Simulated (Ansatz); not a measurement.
## Frequency calculation of C2H5AlN2

- system: C2H5AlN2, SMILES C#[C][Al]([NH2])[NH2]
- method: HF/6-31G*, RHF (Ansatz 0.2.0)

The geometry was optimised with HF/6-31G*. Figures and captions count atoms from 1; the log counts them from 0 in places.

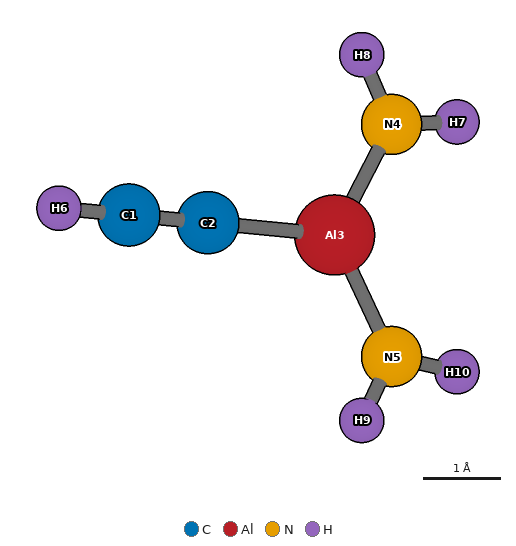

Figure 1. The structure as given in the input (ball-and-stick view, seen at a tilt; atoms are numbered from 1 in the order of the input). Sticks mark near contacts.

## Key numbers

| quantity | value |
| --- | --- |
| outcome | converged |
| total energy | −429.472673 hartree |
| basis functions | 89 |
| largest force | 0.000 eV/Å |
| zero-point energy | 0.075019 hartree |
| dipole moment | 0.73 D |
| wavenumbers, lowest and highest | 123 and 3890 cm⁻¹ |
| hardware | 1 thread of Arm Neoverse V2, 24 GiB of memory available, shared host |
| wall time | 44 s |
| peak memory | 0.16 GiB |

## The input
```yaml
crystal:
  periodic: [false, false, false]
  atoms:
    - {symbol: C, position_ang: [-2.376414, 1.225300, 0.876324]}
    - {symbol: C, position_ang: [-1.363973, 0.702921, 0.504441]}
    - {symbol: Al, position_ang: [0.258050, -0.133968, -0.091415]}
    - {symbol: "N", position_ang: [0.249409, -1.863648, -0.468104]}
    - {symbol: "N", position_ang: [1.725720, 0.842923, -0.250754]}
    - {symbol: H, position_ang: [-3.270646, 1.686687, 1.204786]}
    - {symbol: H, position_ang: [1.030410, -2.398358, -0.783916]}
    - {symbol: H, position_ang: [-0.557514, -2.445966, -0.390413]}
    - {symbol: H, position_ang: [1.768971, 1.819261, -0.047899]}
    - {symbol: H, position_ang: [2.618887, 0.513847, -0.550050]}
basis:
  gaussian:
    orbitals: "6-31G*"
total_charge: 0
hamiltonian:
  xc: hf
phonons:
  temperatures: {t_min: 298.15, t_max: 298.15, t_step: 1}
```

Launch command:
```bash
ansatz run in.yaml --threads 1 --pin off --max-ram 3480MiB --events-out events.jsonl --progress --plain --runs-dir runs
```

## Output
```
Functional definition: HF
  name "HF"
  exchange = exact_x
  correlation = 0
982 factors; integrals over basis functions are off by at most 4.0e-4 eV
mean field evaluation 1: about -11681.6865 eV, gradient 4.7e1 eV
mean field evaluation 2: about -11681.7597 eV, gradient 4.7e1 eV
mean field evaluation 4: about -11686.4987 eV, gradient 3.4e0 eV
mean field evaluation 8: about -11686.5467 eV, gradient 1.2e-1 eV
mean field -11686.54678053 eV, -429.4726727587 hartree, gradient 2.0e-5 eV, S^2 0.000000; 0 other end points of the search recorded, 0 dependent functions left out
the calculation of the forces begins
reference -11686.54678053 eV, -429.4726727587 hartree; 22, 22 occupied and 67, 67 virtual orbitals, 982 factors
these checks for a lower state are left out or cut short: stability, starts, cluster_reference, orbital_swaps, neighbouring_geometries, increment
982 factors; integrals over basis functions are off by at most 4.0e-4 eV
mean field evaluation 16: about -11686.5463 eV, gradient 9.3e-5 eV
mean field -11686.54631278 eV, -429.4726555691 hartree, gradient 2.5e-6 eV, S^2 0.000000; 0 other end points of the search recorded, 0 dependent functions left out
[... from here on the field's lines of each further geometry are left out, up to the last ...]
the calculation of the forces begins
reference -11686.54677633 eV, -429.4726726044 hartree; 22, 22 occupied and 67, 67 virtual orbitals, 982 factors
these checks for a lower state are left out or cut short: stability, starts, cluster_reference, orbital_swaps, neighbouring_geometries, increment
982 factors; integrals over basis functions are off by at most 4.0e-4 eV
mean field -11686.54677637 eV, -429.4726726056 hartree, gradient 2.8e-6 eV, S^2 0.000000; 0 other end points of the search recorded, 0 dependent functions left out
the calculation of the forces begins
reference -11686.54677637 eV, -429.4726726056 hartree; 22, 22 occupied and 67, 67 virtual orbitals, 982 factors
Total energy: -11686.54678053 eV, -429.4726727587 hartree
Atom 0 at    -2.376414     1.225300     0.876324 Å, force    -0.000055     0.000027     0.000030 eV/Å
Atom 1 at    -1.363973     0.702921     0.504441 Å, force     0.000112    -0.000057    -0.000043 eV/Å
Atom 2 at     0.258050    -0.133968    -0.091415 Å, force     0.000102    -0.000048    -0.000094 eV/Å
Atom 3 at     0.249409    -1.863648    -0.468104 Å, force    -0.000113    -0.000007     0.000026 eV/Å
Atom 4 at     1.725720     0.842923    -0.250754 Å, force    -0.000057     0.000095     0.000034 eV/Å
Atom 5 at    -3.270646     1.686687     1.204786 Å, force     0.000011    -0.000006     0.000007 eV/Å
Atom 6 at     1.030410    -2.398358    -0.783916 Å, force    -0.000017    -0.000045     0.000014 eV/Å
Atom 7 at    -0.557514    -2.445966    -0.390413 Å, force    -0.000004     0.000005     0.000003 eV/Å
Atom 8 at     1.768971     1.819261    -0.047899 Å, force    -0.000006     0.000000     0.000003 eV/Å
Atom 9 at     2.618887     0.513847    -0.550050 Å, force     0.000027     0.000036     0.000021 eV/Å
Dipole moment:     0.128842    -0.066475    -0.047350 e Å
Vibrations: 123.29 174.31 202.38 269.31 327.59 332.70 393.35 410.99 447.98 549.94 682.53 741.06 832.09 843.01 855.80 923.91 1742.95 1752.42 2295.82 3645.42 3801.51 3802.19 3889.33 3889.55 cm⁻¹, zero-point energy 2.041365 eV
```

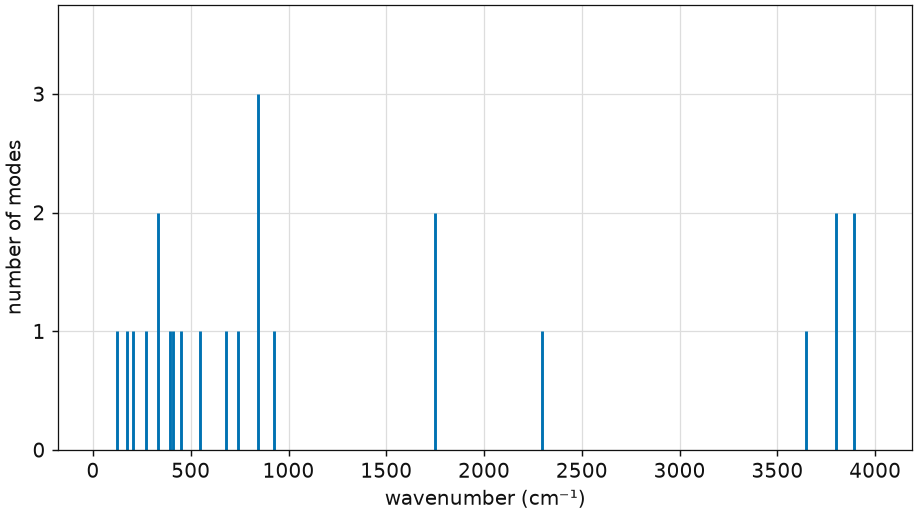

Figure 2. Harmonic vibrational wavenumbers from the force constants; neighbouring modes closer than 17 cm⁻¹ are counted in one stick. 24 modes from 123 to 3890 cm⁻¹, none imaginary.

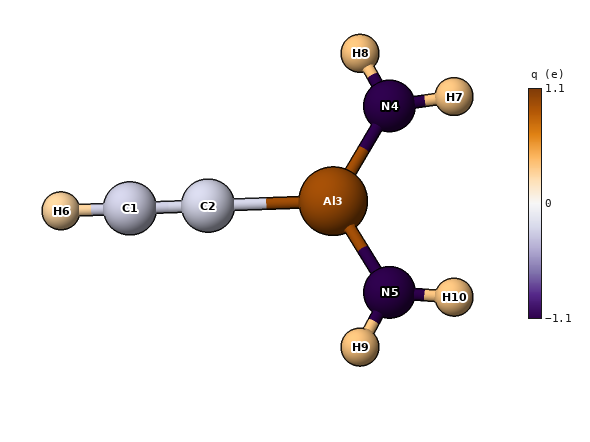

Figure 3. Mulliken charges, as the colour of each atom (ball-and-stick view, seen at a tilt; atoms are numbered from 1 in the order of the input; Mulliken charges depend strongly on the basis). By element: C −0.26 to −0.24, Al +0.95, N −1.09 and H +0.28 to +0.37 e.
